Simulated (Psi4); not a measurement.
# AlH (SMILES [AlH]): M06-2X/def2-QZVPD (sweep point 6)

Aim: the vertical ionisation energy of AlH at M06-2X/def2-QZVPD (sweep point 6), from 2 runs. The job is set up through a Python script.

The calculation is run with Psi4 1.11.

**1. The structure to begin with**

AlH has 2 atoms, charge 0, and is taken as a singlet. As SMILES, `[AlH]`. The shape comes from GFN2-xTB, which is rough for such elements, and wasn't checked as a minimum.

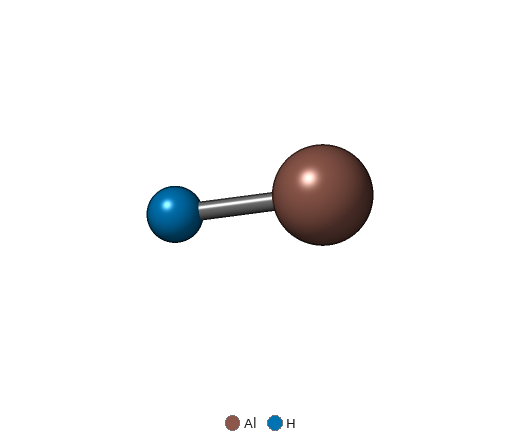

Viewed from a chosen angle; aluminium brown, hydrogen blue.

**2. The energy at M06-2X/def2-QZVPD (sweep point 6)**

Contents of calc.py:

```python
import psi4

psi4.set_memory('1600 MB')
psi4.set_num_threads(1)
psi4.set_output_file('alh.out', False)

m = psi4.geometry("""
Al     0.000000     0.000000     0.000000
H      0.000000     0.000000     1.613470
units angstrom
symmetry c1
""")

psi4.set_options({
    'basis': 'def2-QZVPD',
    'puream': True,
    'scf_type': 'pk',
    'dft_radial_points': 99,
    'dft_spherical_points': 590,
})

result, w = psi4.energy("m06-2x", return_wfn=True)
print(f'total energy {result:.8f} hartree = {result * 27.211386:.5f} eV')
```

Started as:

```
$ python calc.py
```

alh.out:

```text
[...]
  Running in c1 symmetry.
[...]
  Nuclear repulsion =    4.263670064339592
[...]
  Multiplicity = 1
[...]
  Nalpha       = 7
  Nbeta        = 7
[...]
    Number of basis functions: 109
[...]
   @RKS iter   1:  -242.95144460002481   -4.23165e-01   1.91141e-03 ADIIS/DIIS
[...]
   @RKS iter   6:  -242.96560276747081   -8.20995e-08   7.90576e-07 DIIS
[...]
    Orbital Energies [Eh]
    ---------------------
    Doubly Occupied:
       1A    -56.864589     2A     -4.384795     3A     -2.886044
       4A     -2.886044     5A     -2.881958     6A     -0.421446
       7A     -0.245146
[...]
  @RKS Final Energy:  -242.96560276747081
   => Energetics <=
    Nuclear Repulsion Energy =              4.2636700643395917
    One-Electron Energy =                -346.0073341839710679
    Two-Electron Energy =                 107.7639830811207844
    DFT Exchange-Correlation Energy =      -8.9859217289600899
    Empirical Dispersion Energy =           0.0000000000000000
    VV10 Nonlocal Energy =                  0.0000000000000000
    Total Energy =                       -242.9656027674707843
[...]
 Multipole Moments:
 ------------------------------------------------------------------------------------
     Multipole            Electronic (a.u.)      Nuclear  (a.u.)        Total (a.u.)
 ------------------------------------------------------------------------------------
 L = 1.  Multiply by 2.5417464519 to convert [e a0] to [Debye]
 Dipole X            :          0.0000000            0.0000000            0.0000000
 Dipole Y            :          0.0000000            0.0000000            0.0000000
 Dipole Z            :         -1.5550051            1.5119950           -0.0430101
 Magnitude           :                                                    0.0430101
[...]
```

The script printed:

```text
total energy -242.96560277 hartree = -6611.43080 eV
```

It took 11 s on 1 thread of Intel Xeon Platinum 8488C (Sapphire Rapids), shared host; peak memory 0.6 GiB.

**3. The doublet cation at the same level**

Contents of alh.py:

```python
import psi4

psi4.set_memory(1600000000)
psi4.set_num_threads(1)
psi4.core.set_output_file('alh.out', False)

m = psi4.geometry("""
1 2
Al     0.000000     0.000000     0.000000
H      0.000000     0.000000     1.613470
units angstrom
symmetry c1
""")

psi4.set_options({
    'basis': 'def2-QZVPD',
    'reference': 'uks',
    'puream': True,
    'scf_type': 'pk',
    'dft_radial_points': 99,
    'dft_spherical_points': 590,
    'maxiter': 150,
})

e_tot, wfn = psi4.energy("M06-2X", return_wfn=True)
print('E =', round(e_tot, 9))
```

Started as:

```
$ python alh.py
```

alh.out:

```text
[...]
  Running in c1 symmetry.
[...]
  Nuclear repulsion =    4.263670064339592
[...]
  Multiplicity = 2
[...]
  Nalpha       = 7
  Nbeta        = 6
[...]
    Number of basis functions: 109
[...]
   @UKS iter   1:  -242.64499885538504   -1.16719e-01   1.75017e-03 DIIS/ADIIS
[...]
   @UKS iter   9:  -242.66798852104461   -1.34009e-08   2.34525e-07 DIIS
[...]
   @S^2 Observed:                7.587303581E-01
[...]
    Orbital Energies [Eh]
    ---------------------
    Alpha Occupied:
       1A    -57.197872     2A     -4.713316     3A     -3.213223
       4A     -3.213223     5A     -3.212752     6A     -0.721336
       7A     -0.553370
    Alpha Virtual:
       8A     -0.281511     9A     -0.281511    10A     -0.152534
      11A     -0.135055    12A     -0.098207    13A     -0.098207
      14A     -0.092116    15A     -0.092116    16A     -0.091436
      17A     -0.080477    18A     -0.080477    19A     -0.047411
      20A      0.000917    21A      0.000917    22A      0.004558
      23A      0.014348    24A      0.014348    25A      0.070050
[...]
  @UKS Final Energy:  -242.66798852104461
   => Energetics <=
    Nuclear Repulsion Energy =              4.2636700643395917
    One-Electron Energy =                -341.6224124512954177
    Two-Electron Energy =                 103.5540656573392795
    DFT Exchange-Correlation Energy =      -8.8633117914280390
    Empirical Dispersion Energy =           0.0000000000000000
    VV10 Nonlocal Energy =                  0.0000000000000000
    Total Energy =                       -242.6679885210446059
[...]
 Multipole Moments:
 ------------------------------------------------------------------------------------
     Multipole            Electronic (a.u.)      Nuclear  (a.u.)        Total (a.u.)
 ------------------------------------------------------------------------------------
 L = 1.  Multiply by 2.5417464519 to convert [e a0] to [Debye]
 Dipole X            :         -0.0000000            0.0000000           -0.0000000
 Dipole Y            :         -0.0000000            0.0000000           -0.0000000
 Dipole Z            :         -1.7015951            1.5119950           -0.1896001
 Magnitude           :                                                    0.1896001
[...]
```

On the terminal:

```text
E = -242.667988521
```

Wall time 21 s (1 thread of Intel Xeon Platinum 8488C (Sapphire Rapids), shared host); peak memory 0.6 GiB.

**4. What came out**

Level: M06-2X/def2-QZVPD (sweep point 6).

```
                                          quantity          value
                         singlet AlH: total energy  -242.96560 Eh
                        singlet AlH: dipole moment         0.11 D
                          singlet AlH: HOMO energy       -6.67 eV
                          singlet AlH: LUMO energy       -1.08 eV
                        singlet AlH: HOMO–LUMO gap        5.59 eV
                      doublet cation: total energy  -242.66799 Eh
doublet cation: HOMO energy (highest over α and β)      -15.06 eV
 doublet cation: LUMO energy (lowest over α and β)      -10.00 eV
                              doublet cation: ⟨S²⟩          0.759
vertical ionisation energy (to the doublet cation)       8.098 eV
```

**Reading.** Removing an electron at fixed nuclei costs 8.10 eV (187 kcal/mol). −ε(HOMO) before ionisation, 6.67 eV, is 1.43 eV below this ionisation energy.
